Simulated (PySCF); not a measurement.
# WHF: structure of the triplet

Where does triplet WHF go from a bent start, is the end point a minimum, and what are its modes, charges and moments?

Computed with PySCF 2.14.0. Level: PBE0, basis W def2-TZVP with ECP60, H def2-TZVP, F def2-TZVP, scalar-relativistic core potentials, no spin–orbit coupling, density fitting.

**1. The starting structure**

3 atoms, charge 0, spin multiplicity 3.

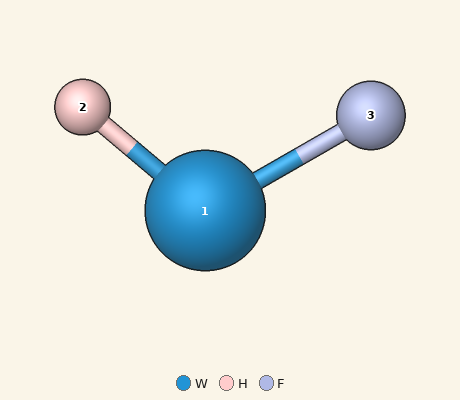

The starting geometry (tungsten blue, hydrogen pink, fluorine light blue); atoms are numbered from 1 in the order of the file.

```xyz
3
charge 0 multiplicity 3
W     0.0000    0.0000    0.0000
H    -1.3844    0.0000    0.9693
F     1.6465    0.0000    1.1529
```

**2. The SCF at the typed geometry**

The steps below are one call of a driver around PySCF. For each, scf.py gives the equivalent set-up of the SCF; relaxations use the driver's own optimiser. After this first run the driver tries any further starts and a stability analysis.

Input file scf.py:

```python
from pyscf import gto, scf, dft
mol = gto.M(atom='''
W      0.000000     0.000000     0.000000
H     -1.384400     0.000000     0.969300
F      1.646500     0.000000     1.152900''',
    basis={'W': 'def2-TZVP', 'H': 'def2-TZVP', 'F': 'def2-TZVP'},
    ecp={'W': 'def2-TZVP'},
    charge=0, spin=2)
mf = dft.UKS(mol, xc='PBE0')
mf.grids.atom_grid = (50, 194)
aux = {'W': 'def2-universal-JKFIT', 'H': 'def2-universal-JKFIT', 'F': 'def2-universal-JKFIT'}
mf = mf.density_fit(auxbasis=aux)
mf.conv_tol = 1e-08
mf.diis_space = 10
mf.max_cycle = 60
mf.init_guess = 'minao'
mf.verbose = 4
mf.kernel()
```

The run is started by

```sh
$ OMP_NUM_THREADS=2 python axn.py task.json out
```

Output:

```text
init E= -148.72891525993
[... the frontier-level lines of each cycle are left out ...]
cycle= 1 E= -167.1985934861  delta_E= -18.5  |g|= 0.565  |ddm|= 4.65
cycle= 2 E= -165.295199094575  delta_E=  1.9  |g|= 2.41  |ddm|= 1.35
cycle= 3 E= -167.318246804729  delta_E= -2.02  |g|= 0.154  |ddm|= 0.987
cycle= 4 E= -167.327250314086  delta_E= -0.009  |g|= 0.0965  |ddm|= 0.209
cycle= 5 E= -167.33266720821  delta_E= -0.00542  |g|= 0.0201  |ddm|= 0.0975
cycle= 6 E= -167.335481081418  delta_E= -0.00281  |g|= 0.0193  |ddm|= 0.0858
cycle= 7 E= -167.335888957615  delta_E= -0.000408  |g|= 0.0196  |ddm|= 0.0108
cycle= 8 E= -167.331438023263  delta_E= 0.00445  |g|= 0.0119  |ddm|= 0.17
cycle= 9 E= -167.331165198134  delta_E= 0.000273  |g|= 0.0067  |ddm|= 0.0817
cycle= 10 E= -167.331476077399  delta_E= -0.000311  |g|= 0.00647  |ddm|= 0.0551
cycle= 11 E= -167.331550904832  delta_E= -7.48e-05  |g|= 0.00379  |ddm|= 0.0192
cycle= 12 E= -167.331565062727  delta_E= -1.42e-05  |g|= 0.00183  |ddm|= 0.0161
cycle= 13 E= -167.331596934118  delta_E= -3.19e-05  |g|= 0.00185  |ddm|= 0.033
cycle= 14 E= -167.331600401746  delta_E= -3.47e-06  |g|= 0.000667  |ddm|= 0.00555
cycle= 15 E= -167.331603077091  delta_E= -2.68e-06  |g|= 0.000507  |ddm|= 0.00668
cycle= 16 E= -167.331605788098  delta_E= -2.71e-06  |g|= 0.000265  |ddm|= 0.00723
cycle= 17 E= -167.331606649691  delta_E= -8.62e-07  |g|= 0.000128  |ddm|= 0.00507
cycle= 18 E= -167.331606732388  delta_E= -8.27e-08  |g|= 3.77e-05  |ddm|= 0.00146
cycle= 19 E= -167.331606740043  delta_E= -7.66e-09  |g|= 1.65e-05  |ddm|= 0.000388
Extra cycle  E= -167.331606741721  delta_E= -1.68e-09  |g|= 2.66e-05  |ddm|= 7.63e-05
converged SCF energy = -167.331606741721  <S^2> = 2.0150625  2S+1 = 3.0100249
```

This step, with its further starts and checks, ran for 16 s (2 threads of Arm Neoverse V1, shared host).

Energies from each starting density:

```
                      start  energy (Eh)
    the minimal-basis guess  -167.331607
a thermally smeared density  -167.353921
      a smeared PBE density  -167.353921
```

The first run landed in a state that is too high. Following the other starts and the instabilities gains 96.5 kJ/mol (-167.36836 Eh), and the work goes on from there.

**3. Relaxing the triplet from the bent start**

The program finds Cs symmetry in the start, which this walk keeps. The walk stops when the largest gradient is under 0.0003 Eh/bohr and the energy has settled too.

scf.py, as its differences from that of step 2:

```diff
@@ -3,3 +3,3 @@
-W      0.000000     0.000000     0.000000
-H     -1.384400     0.000000     0.969300
-F      1.646500     0.000000     1.152900''',
+W     -0.146529     0.000000    -0.112181
+H     -1.530929     0.000000     0.857119
+F      1.499971     0.000000     1.040719''',
@@ -16 +15,0 @@
-mf.init_guess = 'minao'
```

Steps of the walk:

```
step  energy (Eh)  change (kJ/mol)  largest symmetric gradient (Eh/bohr)
   0  -167.368360             0.00                               0.04914
   1  -167.379172           -28.39                               0.01247
   2  -167.381287           -33.94                               0.00359
   3  -167.381558           -34.65                               0.00355
   4  -167.381604           -34.77                               0.00106
   5  -167.381607           -34.78                               0.00027
```

The walk took 20 s.

Geometry (Å) and forces (eV/Å) at some steps:

```
step 0
W   -0.147   0.000  -0.112   2.527   0.002   2.135
H   -1.531   0.000   0.857  -0.237  -0.002  -0.214
F    1.500   0.000   1.041  -2.290  -0.001  -1.921
step 1
W   -0.098   0.000  -0.047   0.637   0.002   0.641
H   -1.544   0.000   0.839  -0.132  -0.002  -0.123
F    1.465   0.000   0.994  -0.505  -0.001  -0.519
step 3
W   -0.080   0.000   0.021  -0.184   0.003  -0.010
H   -1.596   0.000   0.808   0.019  -0.002  -0.044
F    1.498   0.000   0.957   0.165  -0.001   0.055
step 5
W   -0.082   0.000   0.032  -0.016   0.002   0.008
H   -1.607   0.000   0.801   0.015  -0.002  -0.002
F    1.511   0.000   0.953   0.001  -0.001  -0.007
```

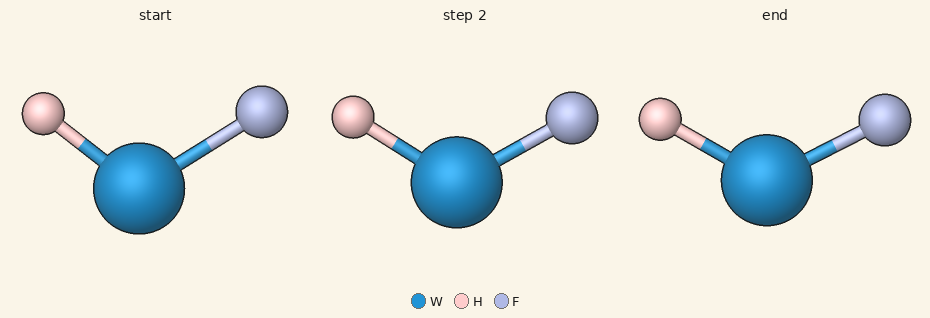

Start and end of the relaxation, with a step between.

End point (Cs, 5 steps, 34.8 kJ/mol gained): W–F 1.841 Å, W–H 1.708 Å; F–W–H 123.2°.

**4. Hessian and properties**

The point is checked on the finer grid, and tightened if its gradient asks for it. The Hessian and the dipole derivatives come from central differences of analytic gradients, with steps of 0.02 bohr.

scf.py, as its differences from that of step 3:

```diff
@@ -3,3 +3,3 @@
-W     -0.146529     0.000000    -0.112181
-H     -1.530929     0.000000     0.857119
-F      1.499971     0.000000     1.040719''',
+W     -0.141266     0.000000    -0.091086
+H     -1.663333     0.000000     0.680641
+F      1.450895     0.000000     0.832023''',
@@ -10 +10 @@
-mf.grids.atom_grid = (50, 194)
+mf.grids.atom_grid = (75, 302)
@@ -13 +13 @@
-mf.conv_tol = 1e-08
+mf.conv_tol = 1e-10
```

The driver hands on the density of the step before, so the log starts near convergence.

Log of the central SCF (cycles and frontier levels):

```text
init E= -167.38171443475
[... the frontier-level lines of each cycle are left out ...]
cycle= 1 E= -167.381714434769  delta_E= -1.97e-11  |g|= 1.2e-06  |ddm|= 7.51e-06
Extra cycle  E= -167.381714434785  delta_E= -1.53e-11  |g|= 1.12e-06  |ddm|= 6.63e-06
converged SCF energy = -167.381714434785  <S^2> = 2.764988  2S+1 = 3.4727441
```

The whole step took 46 s.

Geometry: Cs; W–F 1.840 Å, W–H 1.707 Å; F–W–H 123.0°.

Modes, for the most abundant isotopes:

```json
{"ω (cm⁻¹)": "509", "IR (km/mol)": "16.1", "μ (u)": "1.08"}
{"ω (cm⁻¹)": "676", "IR (km/mol)": "116", "μ (u)": "17.69"}
{"ω (cm⁻¹)": "1988", "IR (km/mol)": "113", "μ (u)": "1.01"}
```

All wavenumbers are real: a minimum.

The SCF density has lower symmetry than the nuclear frame, so the modes carry no labels.

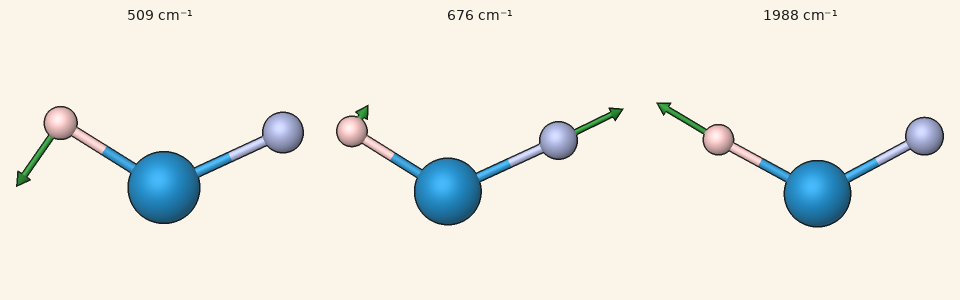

How the atoms move in 3 of the modes.

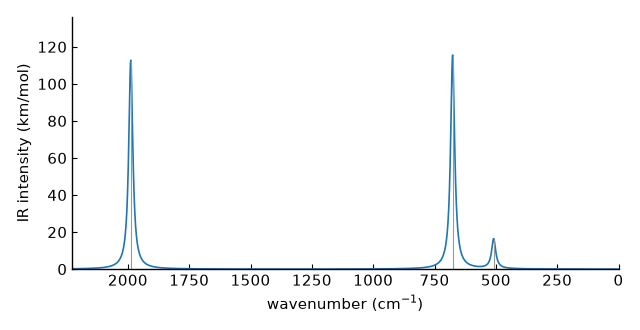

The harmonic infrared spectrum (widths in cm⁻¹). Lines are broadened to a width of 20 cm⁻¹ (Lorentzian).

Properties at this point:

```yaml
Dipole_moment: 1.73 D
Highest_occupied_level: -5.74 eV
Lowest_empty_level: -2.57 eV
Rotational_constants: 8.386, 0.2829, 0.2737 cm⁻¹
Zero-point_energy: 19.0 kJ/mol
Principal_polarisabilities: 47.5, 50.3, 57.9 bohr³
Atomisation_energy_without_zero-point_energy: 773 kJ/mol
Principal_traceless_quadrupole_moments_about_the_centre_of_mass: -2.20, 0.26, 1.95 D Å
Entropy_at_298.15_K_and_1_bar_electronic_part_spin_only: 273.9 J/(mol K)
Heat_capacity_Cp_at_298.15_K: 42.1 J/(mol K)
Enthalpy_at_298.15_K_above_0_K: 10.81 kJ/mol
Rotational_symmetry_number: 1
Spin_squared_⟨S²⟩: 2.765
```

Charges (e) and bond orders:

```tsv
atom	Mulliken	Löwdin	polar tensor	spin (Mulliken)	Mayer order to W1
W1	0.46	0.36	0.81	2.08	–
H2	-0.09	-0.14	-0.22	-0.07	0.99
F3	-0.37	-0.22	-0.59	-0.01	1.03
```

Outer orbital energies (eV). α occupied: -32.47, -13.49, -12.76, -12.57, -9.65, -6.74, -6.59, -6.36; empty: -2.57, -2.27, -1.12, -0.15. β occupied: -43.84, -43.72, -32.44, -13.46, -12.55, -12.51, -9.36, -5.74; empty: -2.27, -1.87, -1.59, -1.56.

Mulliken populations on W1 (outside its core potential): s 3.13, p 6.24, d 4.12, f 0.05.

**5. Summary of results**

```
                                          quantity                                   value
                                           minimum            broken-symmetry (Ms = 1), Cs
                                          geometry  W–F 1.840 Å, W–H 1.707 Å; F–W–H 123.0°
                                wavenumbers (cm⁻¹)                          509, 676, 1988
                                     dipole moment                                  1.73 D
highest occupied, lowest empty level (either spin)                         -5.74, -2.57 eV
                         polar-tensor charge of W1                                 +0.81 e
                                 zero-point energy                             19.0 kJ/mol
                               entropy at 298.15 K                         273.9 J/(mol K)
         atomisation energy (no zero-point energy)                              773 kJ/mol
                                              ⟨S²⟩                                   2.765
```

What this shows: The molecule stays Cs, as typed, and the end point is a minimum. The determinant is spin-contaminated (⟨S²⟩ = 2.76 against 2.00), so it is no pure spin state. In the infrared the band at 676 cm⁻¹ (stretch) leads. The first SCF alone would have been 96 kJ/mol too high. Other starts or spin states, not run here, may lie lower. The SCF density has lower symmetry than the nuclear frame. Open d and f shells are described by one determinant, and the ground state may have another occupation or spin. With an element this heavy the missing spin–orbit coupling can shift these numbers.

The search up to here took 82 s.
